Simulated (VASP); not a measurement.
# BeSnBi2: the relaxed cell at several levels

Aim: relax BeSnBi2 with several functionals and dispersion schemes, and compare the cells. The levels: PBE, LDA, PBEsol, r2SCAN, PBE + D3(BJ), r2SCAN + D3(BJ) and SCAN + D3. The cell is invented: it takes the structure of a Materials Project entry for SnSb (space group 12 there), with some of its atoms replaced by other elements, volume scaled by an estimate. It may not be a known or stable phase.

Method: PBE; plane waves and PAW (Bi_d, Sn_d, Be), in the first sound run; inputs show where later runs differ, in VASP 6.6.1.

### Step 1. The structure

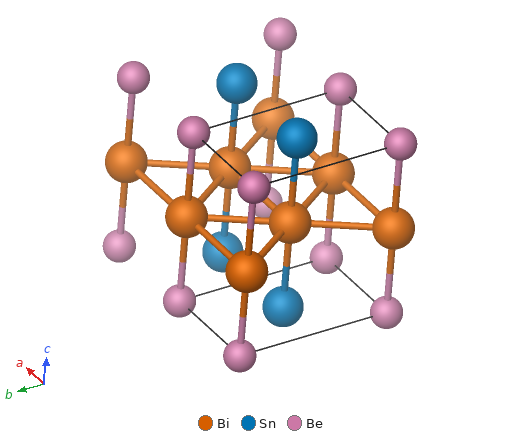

The cell as given, from a free direction (bismuth orange, tin blue, beryllium pink). 2×1×1 cells are drawn. Some periodic images of atoms are drawn too.

### Step 2. Relaxation with PBE

Properties are meant for the cell that this level of theory prefers, so cell and atoms are relaxed first (ISIF = 3) until forces and stress are small; EDIFFG sets the threshold. PBE, the usual starting point, adds the gradient of the density.

INCAR reads:

```
SYSTEM = BeSnBi2
PREC = Accurate
ENCUT = 520
EDIFF = 1E-06
NELM = 100
ISMEAR = -1
SIGMA = 0.05
LREAL = .FALSE.
ALGO = Normal
GGA = PE
LORBIT = 11
LWAVE = .FALSE.
LCHARG = .FALSE.
KPAR = 2
IBRION = 2
NSW = 60
ISIF = 3
EDIFFG = -0.01
```

POSCAR reads:

```
BeSnBi2
1.0
    3.1589480000      0.0000000000      0.0000000000
    0.0000000000      4.9304670000      0.0000000000
   -0.0365280000      0.0000000000      5.7122290000
Bi Sn Be
2 1 1
Direct
    0.5000000000      0.5000000000      0.5000000000
    0.0000000000      0.0000000000      0.5000000000
    0.5000000000      0.5000000000      0.0000000000
    0.0000000000      0.0000000000      0.0000000000
```

KPOINTS reads:

```
Automatic mesh
0
Gamma
7 5 4
0 0 0
```

PAW data sets: Bi_d, Sn_d and Be (PBE family, release 64).

On the command line:

```bash
$ mpirun -np 2 vasp_std
```

What it wrote:

```text
[banner, memory and clock lines left out]
running    2 mpi-ranks, on    1 nodes
 distrk:  each k-point on    1 cores,    2 groups
 distr:  one band on    1 cores,    1 groups

 POSCAR found type information on POSCAR BiSnBe
 POSCAR found :  3 types and       4 ions
 LDA part: xc-table for (Slater+PW92), standard interpolation
 POSCAR, INCAR and KPOINTS ok, starting setup
 FFT: planning ... GRIDC
 FFT: planning ... GRID_SOFT
 FFT: planning ... GRID
 WAVECAR not read
 entering main loop
       N       E                     dE             d eps       ncg     rms          rms(c)
DAV:   1     0.483451548272E+03    0.48345E+03   -0.24841E+04  2430   0.238E+03
DAV:   2     0.412928470962E+02   -0.44216E+03   -0.43613E+03  2430   0.559E+02
DAV:   3    -0.978973207855E+01   -0.51083E+02   -0.49764E+02  2897   0.202E+02
DAV:   4    -0.119515617833E+02   -0.21618E+01   -0.21246E+01  2836   0.428E+01
DAV:   5    -0.120321464004E+02   -0.80585E-01   -0.80477E-01  3286   0.787E+00    0.250E+00
DAV:   6    -0.119432525369E+02    0.88894E-01   -0.18875E-01  2912   0.379E+00    0.141E+00
DAV:   7    -0.119316987056E+02    0.11554E-01   -0.50444E-02  3342   0.209E+00    0.597E-01
DAV:   8    -0.119293653346E+02    0.23334E-02   -0.43698E-03  3268   0.590E-01    0.101E-01
DAV:   9    -0.119294021421E+02   -0.36807E-04   -0.50631E-04  3078   0.257E-01    0.373E-02
DAV:  10    -0.119294070125E+02   -0.48705E-05   -0.10125E-04  2911   0.115E-01    0.783E-03
DAV:  11    -0.119294056159E+02    0.13967E-05   -0.13174E-05  2997   0.425E-02    0.301E-03
DAV:  12    -0.119294041532E+02    0.14627E-05   -0.59416E-07  1558   0.798E-03    0.750E-04
DAV:  13    -0.119294038171E+02    0.33615E-06   -0.19449E-07  1437   0.495E-03
   1 F= -.11929404E+02 E0= -.11919131E+02  d E =-.119294E+02
 curvature:   0.00 expect dE= 0.000E+00 dE for cont linesearch  0.000E+00
 trial: gam= 0.00000 g(F)=  0.154E-58 g(S)=  0.405E+01 ort = 0.000E+00 (trialstep = 0.100E+01)
 search vector abs. value=  0.405E+01
 bond charge predicted
       N       E                     dE             d eps       ncg     rms          rms(c)
DAV:   1    -0.667865589771E+02   -0.54857E+02   -0.21926E+03  3366   0.918E+02    0.408E+01
DAV:   2    -0.224371925353E+02    0.44349E+02   -0.15839E+02  3050   0.142E+02    0.153E+01
DAV:   3    -0.130925859199E+02    0.93446E+01   -0.38221E+01  3255   0.675E+01    0.210E+00
DAV:   4    -0.128683352342E+02    0.22425E+00   -0.10334E+00  2990   0.803E+00    0.135E+00
DAV:   5    -0.127850805707E+02    0.83255E-01   -0.11713E-01  3480   0.211E+00    0.549E-01
DAV:   6    -0.127787735273E+02    0.63070E-02   -0.12281E-02  3139   0.916E-01    0.131E-01
DAV:   7    -0.127785690122E+02    0.20452E-03   -0.13643E-03  2844   0.293E-01    0.505E-02
DAV:   8    -0.127784981241E+02    0.70888E-04   -0.34191E-04  2699   0.161E-01    0.141E-02
DAV:   9    -0.127785014870E+02   -0.33629E-05   -0.33863E-05  3125   0.595E-02    0.523E-03
DAV:  10    -0.127785027215E+02   -0.12344E-05   -0.35988E-06  2343   0.167E-02    0.198E-03
DAV:  11    -0.127785019800E+02    0.74145E-06   -0.49308E-07  1413   0.826E-03
   2 F= -.12778502E+02 E0= -.12765409E+02  d E =-.849098E+00
[... from here on, the cycles between the ionic steps are left out ...]
   3 F= -.13028269E+02 E0= -.13019202E+02  d E =-.109887E+01
   4 F= -.13028067E+02 E0= -.13018929E+02  d E =-.109866E+01
   5 F= -.13033330E+02 E0= -.13024823E+02  d E =-.526289E-02
   6 F= -.13033820E+02 E0= -.13025444E+02  d E =-.575292E-02
   7 F= -.13034545E+02 E0= -.13026170E+02  d E =-.725007E-03
   8 F= -.13034603E+02 E0= -.13026266E+02  d E =-.782810E-03
   9 F= -.13034689E+02 E0= -.13026329E+02  d E =-.868580E-03
  10 F= -.13035217E+02 E0= -.13026795E+02  d E =-.527934E-03
  11 F= -.13036598E+02 E0= -.13028402E+02  d E =-.190920E-02
  12 F= -.13037929E+02 E0= -.13029391E+02  d E =-.323984E-02
  13 F= -.13037642E+02 E0= -.13031380E+02  d E =-.295309E-02
  14 F= -.13038835E+02 E0= -.13030832E+02  d E =-.414634E-02
  15 F= -.13039549E+02 E0= -.13032155E+02  d E =-.486006E-02
  16 F= -.13040387E+02 E0= -.13033245E+02  d E =-.838157E-03
  17 F= -.13040436E+02 E0= -.13033409E+02  d E =-.887272E-03
  18 F= -.13040991E+02 E0= -.13033816E+02  d E =-.554915E-03
  19 F= -.13041443E+02 E0= -.13033965E+02  d E =-.100667E-02
  20 F= -.13041607E+02 E0= -.13034120E+02  d E =-.164760E-03
  21 F= -.13041606E+02 E0= -.13034114E+02  d E =-.163687E-03
 curvature:  -0.80 expect dE=-0.319E-04 dE for cont linesearch -0.768E-05
 ZBRENT: interpolating
 opt :   1.4608  next Energy=   -13.041614 (dE=-0.172E-03)
 bond charge predicted
       N       E                     dE             d eps       ncg     rms          rms(c)
DAV:   1    -0.130417910406E+02   -0.18465E-03   -0.58205E-03  2924   0.866E-01    0.699E-02
DAV:   2    -0.130416567691E+02    0.13427E-03   -0.32877E-04  2973   0.274E-01    0.359E-02
DAV:   3    -0.130416152219E+02    0.41547E-04   -0.13029E-04  3296   0.166E-01    0.773E-03
DAV:   4    -0.130416170077E+02   -0.17859E-05   -0.17659E-05  2645   0.415E-02    0.303E-03
DAV:   5    -0.130416175819E+02   -0.57413E-06   -0.77964E-07  1305   0.130E-02
  22 F= -.13041618E+02 E0= -.13034127E+02  d E =-.174851E-03
 curvature:  -0.83 expect dE=-0.237E-04 dE for cont linesearch -0.328E-06
 trial: gam= 0.15095 g(F)=  0.568E-59 g(S)=  0.284E-04 ort =-0.112E-04 (trialstep = 0.113E+01)
 search vector abs. value=  0.323E-04
 reached required accuracy - stopping structural energy minimisation
```

Wall time 13 min (2 MPI ranks of AMD EPYC 7R43, shared host); peak memory 0.47 GiB.

The logs omit lines about the potential files and the build; timing stands in the text.

OUTCAR, selected parts (step 2):

```text
ion  position               nearest neighbor table
   1  0.500  0.500  0.500-   3 2.86   3 2.86   2 2.93   2 2.93   2 2.93   2 2.93
   2  0.000  0.000  0.500-   4 2.86   4 2.86   1 2.93   1 2.93   1 2.93   1 2.93
   3  0.500  0.500  0.000-   1 2.86   1 2.86   4 2.93   4 2.93   4 2.93   4 2.93
   4  0.000  0.000  0.000-   2 2.86   2 2.86   3 2.93   3 2.93   3 2.93   3 2.93

  LATTYP: Found a simple monoclinic cell.
 ALAT       =     3.1589480000
 B/A-ratio  =     1.5607939732
 C/A-ratio  =     1.8083063702
 COS(beta)  =    -0.0063945709

 Subroutine GETGRP returns: Found  4 space group operations
 (whereof  4 operations were pure point group operations)

The static configuration has the point symmetry C_2h.

 Found     45 irreducible k-points:

   k-points           NKPTS =     45   k-points in BZ     NKDIM =     45   number of bands    NBANDS=     27

   dimension x,y,z NGX =    24 NGY =   40 NGZ =   42
   dimension x,y,z NGXF=    48 NGYF=   80 NGZF=   84

   ENCUT  =  520.0 eV  38.22 Ry    6.18 a.u.   5.87  9.17 10.62*2*pi/ulx,y,z

   NELECT =      46.0000    total number of electrons

 k-points in reciprocal lattice and weights: Automatic mesh
   0.00000000  0.00000000  0.00000000       0.007
   0.14285714  0.00000000 -0.00000000       0.014
   0.28571429  0.00000000 -0.00000000       0.014
   0.42857143  0.00000000 -0.00000000       0.014
   0.00000000  0.20000000  0.00000000       0.014
   0.14285714  0.20000000 -0.00000000       0.029
   0.28571429  0.20000000 -0.00000000       0.029
   0.42857143  0.20000000 -0.00000000       0.029
   0.00000000  0.40000000  0.00000000       0.014
[...]
0.28571429  0.40000000  0.50000000       0.029
   0.42857143  0.40000000  0.50000000       0.029

 average (electrostatic) potential at core
       1-104.6392       2-104.5031       3-100.4687       4 -34.7854

 E-fermi :   6.6736

 k-point     1 :       0.0000    0.0000    0.0000
  band No.  band energies     occupation
    ...
     19       1.3716      2.00000
     20       1.6137      2.00000
     21       4.9954      2.00000
     22       5.1435      2.00000
     23       5.2110      2.00000
     24       8.8969      0.00000
     25      10.0457      0.00000
     26      11.4848      0.00000
     27      12.0313      0.00000

 k-point     2 :       0.1429    0.0000   -0.0000
  band No.  band energies     occupation
    ...
     20       1.9028      2.00000
     21       5.1885      2.00000
     22       5.4000      2.00000
     23       5.4580      2.00000
     24       6.6612      1.12287
     25       9.9291      0.00000
     26      10.2906      0.00000
     27      10.3348      0.00000

 k-point     3 :       0.2857    0.0000   -0.0000
  band No.  band energies     occupation
    ...
     20       2.7813      2.00000
     21       3.8662      2.00000
     22       5.5604      2.00000
     23       5.8117      2.00000
     24       6.3817      1.99419
     25       6.8366      0.07394
     26       7.4126      0.00000
     27       9.1436      0.00000

  Total       -0.0338518     -0.0332622      0.0049234      0.0000000      0.0000000     -0.0063030
  in kB       -0.4906804     -0.4821349      0.0713644      0.0000000      0.0000000     -0.0913623
  external PRESSURE =      -0.3004836 kB  Pullay stress =       0.0000000 kB

  energy-cutoff  :      520.00
  volume of cell :      110.53
      direct lattice vectors                 reciprocal lattice vectors
     3.256423433  0.000000000  0.012537629     0.307081562  0.000000000  0.000989503
     0.000000000  5.583255190  0.000000000     0.000000000  0.179106984  0.000000000
    -0.019589481  0.000000000  6.079380817    -0.000633300  0.000000000  0.164488395

 POSITION                                       TOTAL-FORCE (eV/Angst)
 -----------------------------------------------------------------------------------
      1.61842      2.79163      3.04596         0.000000      0.000000      0.000000
     -0.00979      0.00000      3.03969        -0.000000      0.000000      0.000000
      1.62821      2.79163      0.00627        -0.000000      0.000000      0.000000
      0.00000      0.00000      0.00000        -0.000000      0.000000      0.000000
 -----------------------------------------------------------------------------------
    total drift:                                0.000000     -0.000000     -0.000000

  FREE ENERGIE OF THE ION-ELECTRON SYSTEM (eV)
  ---------------------------------------------------
  free  energy   TOTEN  =       -13.0416175819 eV

  energy  without entropy=      -13.0266364404  energy(sigma->0) =      -13.03412701

 reached required accuracy - stopping structural energy minimisation

 total charge
# of ion       s       p       d       tot
------------------------------------------
    1        1.534   1.394   9.931  12.859
    2        1.534   1.349   9.922  12.805
    3        1.245   0.926   9.966  12.138
    4        0.377   0.273   0.000   0.649
--------------------------------------------------
tot          4.690   3.942  29.820  38.451

[... 3 further parts left out ...]
```

The k-mesh is coarse for a metal. After so large a change of volume the plane waves of the start cell no longer fit, so the final stress carries a basis-set error. The run keeps the 4 symmetry operations of its start, so it cannot find a distortion of lower symmetry.

The steps of the relaxation:

```tsv
step	energy less that of the first step (eV)	largest force (eV/Å)	pressure (GPa)	volume (Å³)
1	0.0000	0.0000	18.26	88.97
2	-0.8491	0.0000	-4.68	125.56
3	-1.0989	0.0000	-0.11	110.66
4	-1.0987	0.0000	-0.34	111.12
5	-1.1039	0.0000	-0.22	110.74
6	-1.1044	0.0000	-0.15	110.58
7	-1.1051	0.0000	0.03	110.14
8	-1.1052	0.0000	0.27	109.61
9	-1.1053	0.0000	0.20	109.82
10	-1.1058	0.0000	0.18	109.86
11	-1.1072	0.0000	0.13	109.97
12	-1.1085	0.0000	0.09	110.17
13	-1.1082	0.0000	0.06	110.47
14	-1.1094	0.0000	0.07	110.25
15	-1.1101	0.0000	0.06	110.37
16	-1.1110	0.0000	-0.01	110.56
17	-1.1110	0.0000	-0.05	110.61
18	-1.1116	0.0000	-0.01	110.50
19	-1.1120	0.0000	0.08	110.27
20	-1.1122	0.0000	0.02	110.46
21	-1.1122	0.0000	-0.04	110.59
22	-1.1122	0.0000	-0.03	110.53
```

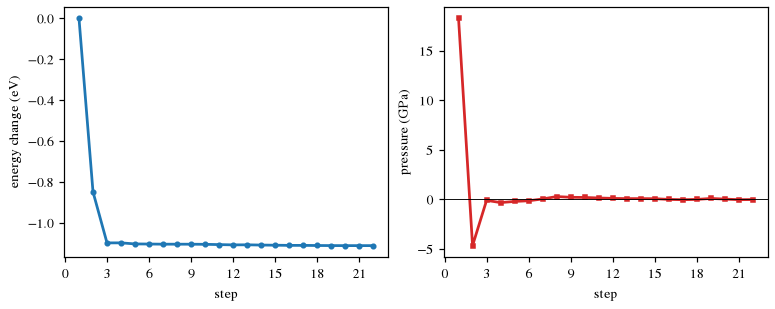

Energy and pressure along the relaxation.

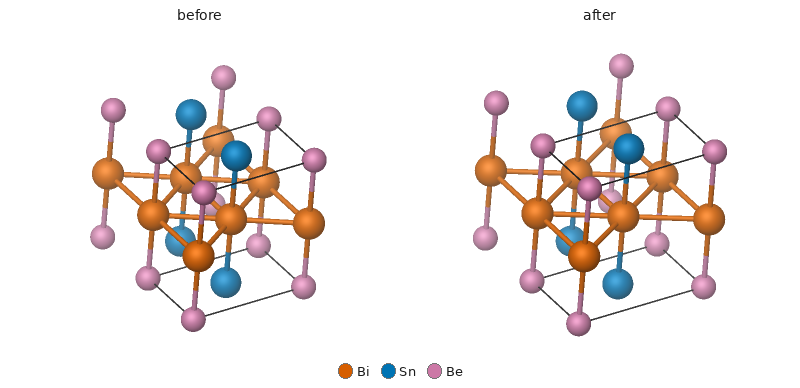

The structure before and after the relaxation, drawn at the same scale.

```tsv
cell as run	before	after	change
a (Å)	3.159	3.256	+3.1 %
b (Å)	4.930	5.583	+13.2 %
c (Å)	5.712	6.079	+6.4 %
β (°)	90.37	89.96	-0.4 %
volume (Å³/atom)	22.24	27.63	+24.2 %
```

The relaxed structure:

```
Bi Sn Be
1.0
     3.25642    0.00000    0.01254
     0.00000    5.58326    0.00000
    -0.01959    0.00000    6.07938
Bi Sn Be
2 1 1
Direct
  0.50000 0.50000 0.50000
  0.00000 0.00000 0.50000
  0.50000 0.50000 0.00000
  0.00000 0.00000 0.00000
```

This step gave:

```
electrons                       : 46
bands                           : 27
irreducible k-points            : 45
symmetry operations             : 4
free energy (TOTEN)             : -13.04 eV
energy at zero smearing         : -13.03 eV
Fermi energy                    : 6.674 eV
pressure                        : -0.03005 GPa
metallic                        : yes
SCF cycles over all ionic steps : 158
```

It ends with forces that vanish by symmetry and a pressure of -0.03 GPa.

[end of part 1 of 3]

[Lines on the potential files, build, host, timing and source positions are cut from VASP's logs without a mark.]

[Logs are printed without paths, hosts, clocks, repeated set-up lines and the standing remarks that a program may print on its own settings, such as how far it seeks lower states.]

[Hosts, paths, dates, database ids (printed as entryN), source tags and the programs' standing remarks are cut or masked in the printed files.]

[A measured line is paired with the nearest computed mode of its activity, which favours agreement.]
